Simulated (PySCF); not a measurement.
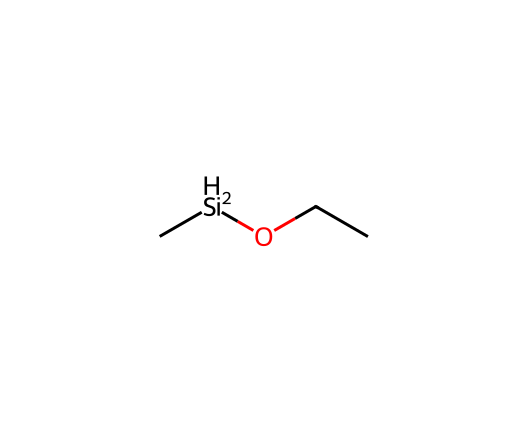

2D structure.

Write the SMILES.

Answer. CCO[SiH2]C

Give the formula, hydrogens included.

Answer. C3H10OSi.

An optimisation with PBE0-D3(BJ)/def2-SVP gave a structure of which point group?

Answer. Cs. Other conformers may differ.

More results for the same structure follow; atom numbers are the same in all pictures, views and colours differ. The computed structure is the end point of a PBE0-D3(BJ)/def2-SVP optimisation. No frequency run is at hand to confirm it as a minimum.

Shape

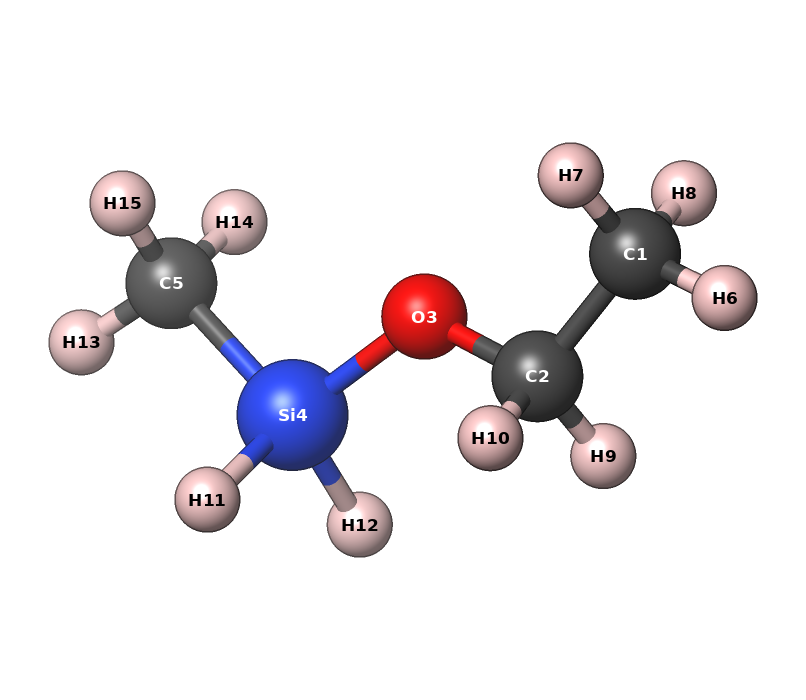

Numbered structure. No frequency run is at hand to confirm it as a minimum.

List the bonds and their lengths.

```json
{"bond": "C1–C2", "length (Å)": "1.511", "order": "single"}
{"bond": "C1–H6", "length (Å)": "1.100", "order": "single"}
{"bond": "C1–H7", "length (Å)": "1.100", "order": "single"}
{"bond": "C1–H8", "length (Å)": "1.100", "order": "single"}
{"bond": "C2–O3", "length (Å)": "1.405", "order": "single"}
{"bond": "C2–H9", "length (Å)": "1.108", "order": "single"}
{"bond": "C2–H10", "length (Å)": "1.108", "order": "single"}
{"bond": "O3–Si4", "length (Å)": "1.667", "order": "single"}
{"bond": "Si4–C5", "length (Å)": "1.863", "order": "single"}
{"bond": "Si4–H11", "length (Å)": "1.500", "order": "single"}
{"bond": "Si4–H12", "length (Å)": "1.500", "order": "single"}
{"bond": "C5–H13", "length (Å)": "1.101", "order": "single"}
{"bond": "C5–H14", "length (Å)": "1.100", "order": "single"}
{"bond": "C5–H15", "length (Å)": "1.100", "order": "single"}
```

Dipole moment

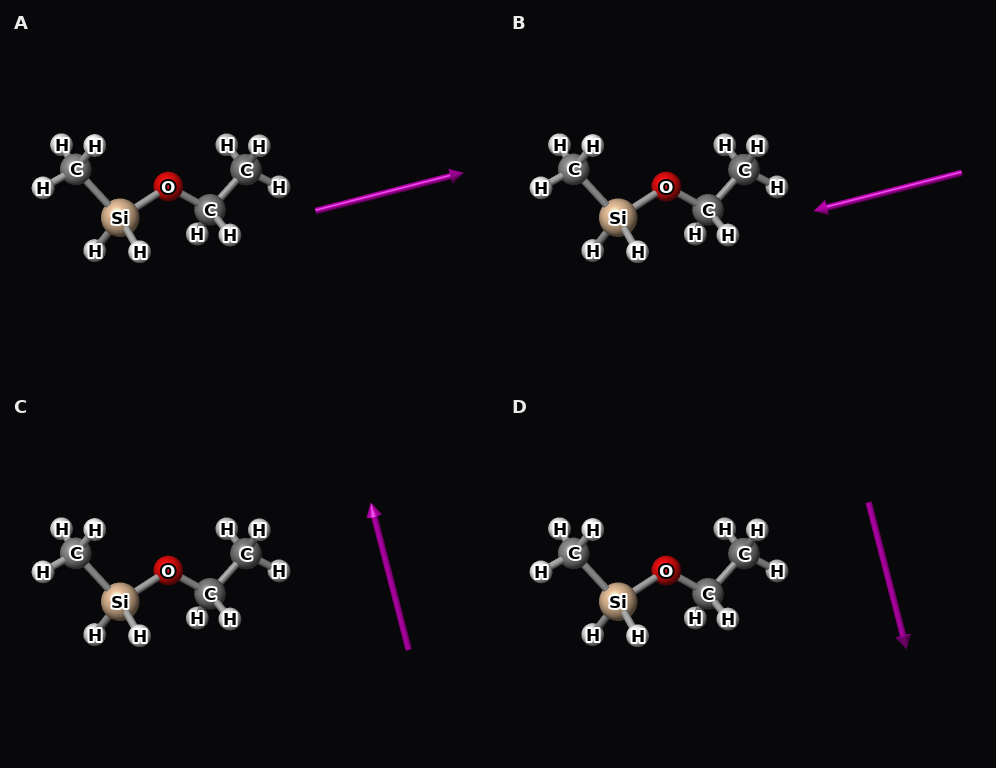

The same molecule four times, each with an arrow. No frequency run is at hand to confirm it as a minimum. Level of theory: PBE0/pcSseg-1 in methanol (IEF-PCM) (PySCF 2.14.0).

Which arrow points along the dipole moment, from the negative to the positive end?

Answer. D. The dipole moment is 0.57 D.

NMR shielding

The questions are on isotropic NMR shieldings of the C atoms. No frequency run is at hand to confirm it as a minimum. Level of theory: GIAO PBE0/pcSseg-1 NMR shielding, non-relativistic, IEF-PCM cyclohexane (PySCF 2.14.0).

List the isotropic NMR shieldings of the C atoms.

| atom | σ (ppm) |
| --- | --- |
| C1 | 164.4 |
| C2 | 121.8 |
| C5 | 188.3 |

Excitation

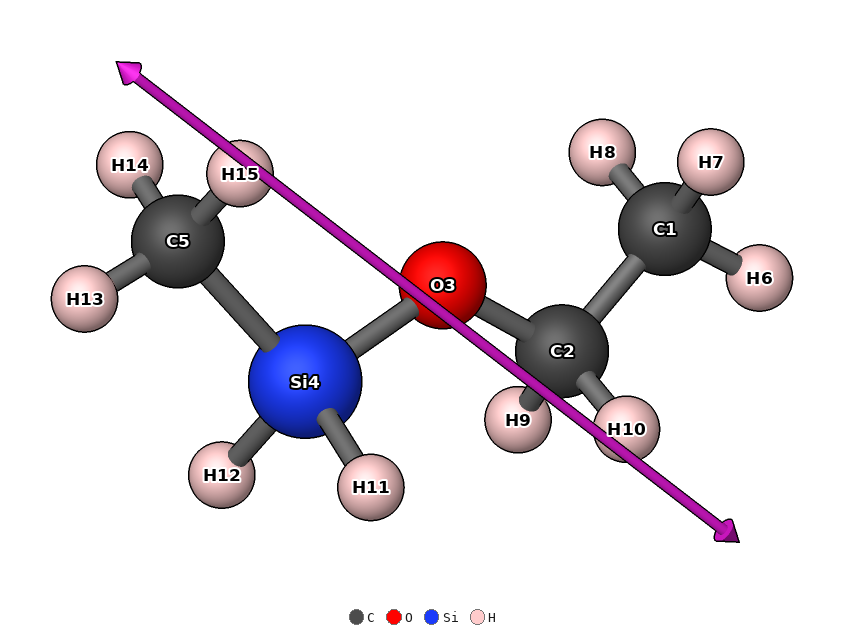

The double arrow shows the direction of the transition dipole to excited singlet state 5 (its length means nothing). No frequency run is at hand to confirm it as a minimum. Level of theory: TDDFT ωB97X-D/def2-SVPD, vertical, gas phase, core orbitals frozen in the response (PySCF 2.14.0).

How is the transition polarised?

Answer. Nearly parallel to the C2–O3 bond.

Give its energy, strength and character.

Answer. 8.72 eV (142 nm), oscillator strength 0.080, mainly HOMO−1 → LUMO (weight 0.70); transition dipole 1.55 D.
